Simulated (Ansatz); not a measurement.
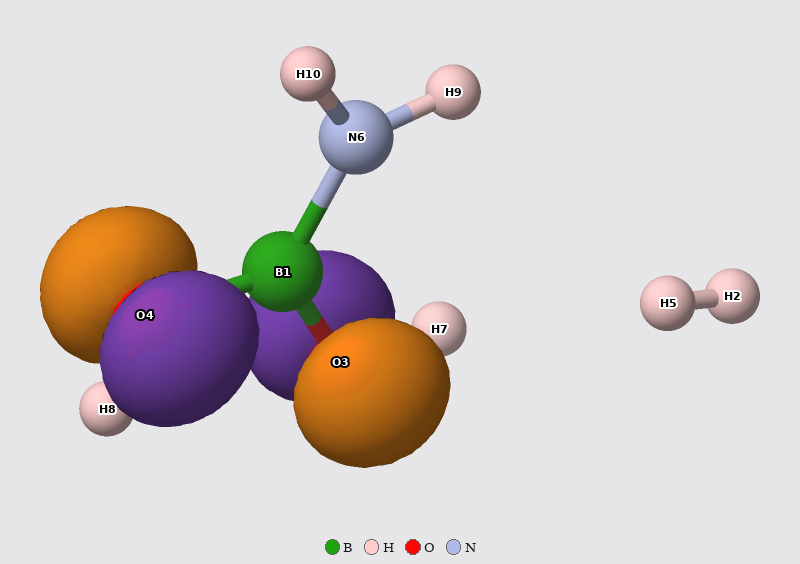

Figure 1: BH₄NO₂···H₂. The HOMO−1 at ±0.2 Å⁻³ᐟ² (orange and purple are the two phases), seen at a tilt.

The product side of a reaction path; geometry: PBE0-D4/def2-TZVP.

Level of theory: RKS PBE0-D4/def2-TZVPP (Ansatz).

The calculation's input:

```
crystal:
  periodic: [false, false, false]
  atoms:
    - {symbol: B, position_ang: [0.361505, -0.495501, -0.628194]}
    - {symbol: H, position_ang: [-0.669842, 2.203148, 2.007908]}
    - {symbol: O, position_ang: [0.739020, 0.804403, -0.886168]}
    - {symbol: O, position_ang: [1.185102, -1.500101, -1.066520]}
    - {symbol: H, position_ang: [-0.344465, 1.533326, 1.945446]}
    - {symbol: N, position_ang: [-0.815129, -0.850758, 0.066902]}
    - {symbol: H, position_ang: [0.146444, 1.467574, -0.531472]}
    - {symbol: H, position_ang: [1.961134, -1.147260, -1.506016]}
    - {symbol: H, position_ang: [-1.509698, -0.200684, 0.381560]}
    - {symbol: H, position_ang: [-1.054071, -1.814049, 0.216356]}
basis:
  gaussian: {orbitals: def2-TZVPP}
hamiltonian: {xc: pbe0, dispersion: d4}
output: {orbitals: {seedname: orbitals}}
```

Command:

```sh
ansatz run in.yaml --threads 4 --pin off --events-out ev --progress --plain --max-ram 9574MiB
```

**What is the character of this orbital?**

Its weight (Hirshfeld) is mainly on O4 (about 45 %) and O3 (about 40 %); largely a combination of lone pairs on O4 and O3. Its energy is −8.94 eV.
